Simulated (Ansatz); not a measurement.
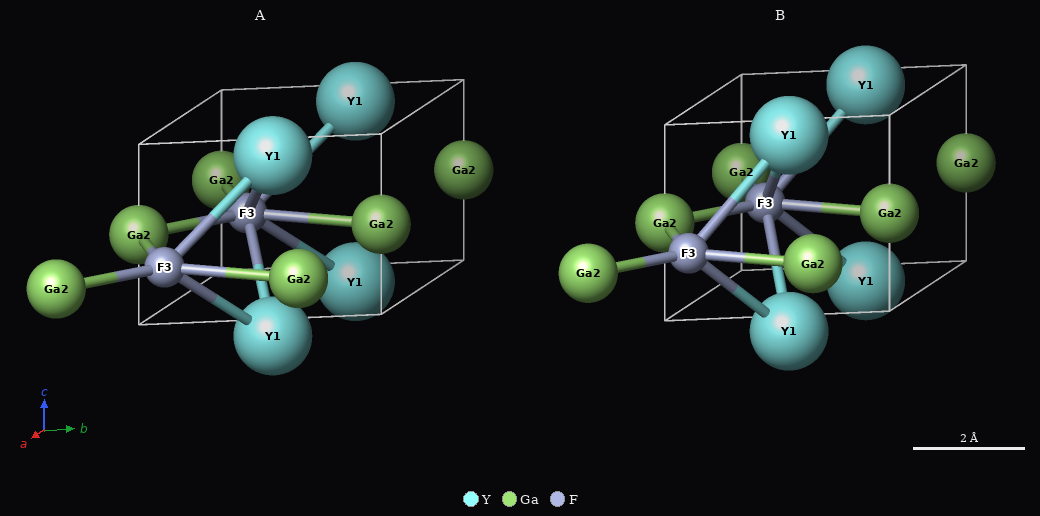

Two geometries of crystalline YGaF (a generated structure, set up in P-6m2) (coarse preliminary run), drawn at one scale. One is the start of a relaxation, the other its converged end. Style: ball-and-stick. Shown: the cell of the calculation, repeated 2 × 1 × 1 with one cell outlined, slightly off an axis.

All numbers below come from DFT PBE, scalar-relativistic, plane waves, PAW (Ansatz). Set-up: plane-wave cutoff 420 eV; k-point mesh 6 × 6 × 6; occupations gaussian; smearing width 0.1 eV; no spin polarisation; cell and atoms relaxed; force threshold 0.04 eV/Å; at most 70 steps.

**Which of the two is the end point?**

Structure A is the relaxed one. No atom moves by more than 0.005 Å relative to the cell. The drawn cell changes as follows: a = b 4.136 → 4.461 Å (+7.9 %), c 3.650 → 3.361 Å (−7.9 %); the volume changes by +7.1 %. Among the contacts that change: Y1–Y1 3.650 → 3.361 Å, Ga2–F3 2.388 → 2.575 Å, Y1–Ga2 3.005 → 3.075 Å, Y1–F3 3.005 → 3.075 Å. Among the angles between lasting bonds that change: F3–Y1–F3 74.8° → 66.3°, Y1–F3–Y1 74.8° → 66.3°, Y1–F3–Y1 87.0° → 93.0°. The space group stays P-6m2 (No. 187). After 6 accepted moves (9 points after the start) the energy has fallen by 74.5 meV per atom. All forces vanish by symmetry, so only the cell relaxes. The pressure goes from 6.80 to 0.10 GPa. The line search rejected the trial step at point 5 of the run. At 2 points the geometry stayed and the basis and grid were re-selected for the new cell (energy shift of 7.2 meV per atom at most each time). Cost: 40 s on 1 thread of Intel(R) Xeon(R) Platinum 8259CL CPU @ 2.50GHz (Skylake/Cascade Lake) (shared host), peak memory 0.43 GiB.
